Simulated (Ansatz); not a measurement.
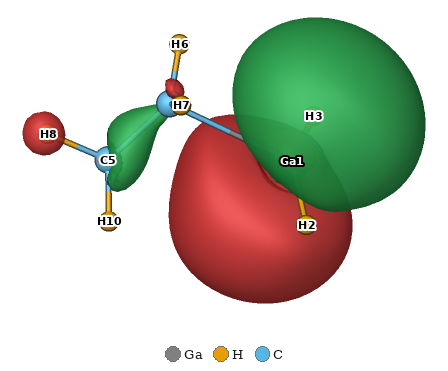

Figure. C2H7Ga (GaH2Et) (charge +1, doublet). One frontier orbital at ±0.08 Å⁻³ᐟ² (green and red are the two phases), seen at an oblique angle.

Geometry: PBE0-D4/def2-SVP.

Theory: Ansatz 0.2.0, UKS PBE0-D4/def2-TZVP.

```tsv
atom	x (Å)	y (Å)	z (Å)
Ga	0.8428	1.5446	0.5401
H	2.3139	1.0855	0.5262
H	-0.2768	2.6036	0.5111
C	-0.3147	-0.4282	0.5808
C	-0.3901	-0.8243	-0.8397
H	-1.2208	-0.0424	1.0695
H	0.3922	-0.9564	1.2380
H	-0.9433	-1.7942	-0.8572
H	-0.9879	-0.1458	-1.4673
H	0.5848	-1.0424	-1.3016
```

> Which orbital is it: HOMO (α) or LUMO (α)?

The LUMO (α), at −7.11 eV. By Hirshfeld shares it lies mainly on Ga1 (about 80 %).
